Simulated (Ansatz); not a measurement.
Input file:

```
crystal:
  periodic: [false, false, false]
  atoms:
    - { symbol: In, position_ang: [-1.664392, -0.916522, 0.633904] }
    - { symbol: F, position_ang: [0.998248, -0.383332, -1.218988] }
    - { symbol: H, position_ang: [0.872057, 0.241305, -0.546519] }
    - { symbol: Cl, position_ang: [-0.205913, 1.058549, 1.131703] }
magnetization:
  spin_polarized: true
basis:
  gaussian: { orbitals: def2-TZVP }
hamiltonian:
  xc: pbe
relax:
  f_tol: 0.03
  max_steps: 50
output:
  orbitals: {}
```

Command:

```sh
ansatz run input.yaml --threads 4 --pin off --max-ram 5120MiB --backend cpu --events-out ev --progress --plain --runs-dir out
```

The fields are those of the relaxed geometry.

Core potentials replace the inner electrons of In.

Method: Ansatz 0.2.0, UKS PBE/def2-TZVP.

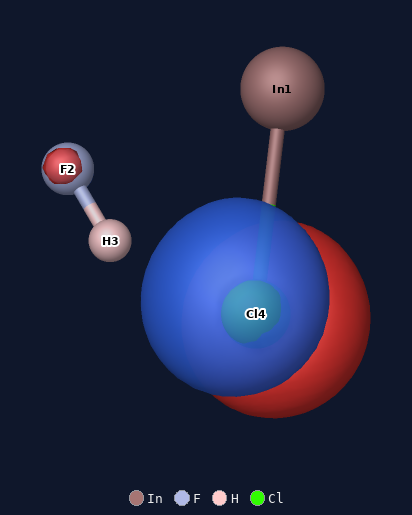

ClIn···HF. The HOMO−1 at ±0.15 Å⁻³ᐟ² (red and blue are the two phases), seen at a tilt.

Question: What is the character of this orbital?

Answer: By Hirshfeld shares it lies mainly on Cl4 (about 90 %); it changes sign across the molecular plane (π type). Its energy is −7.17 eV.
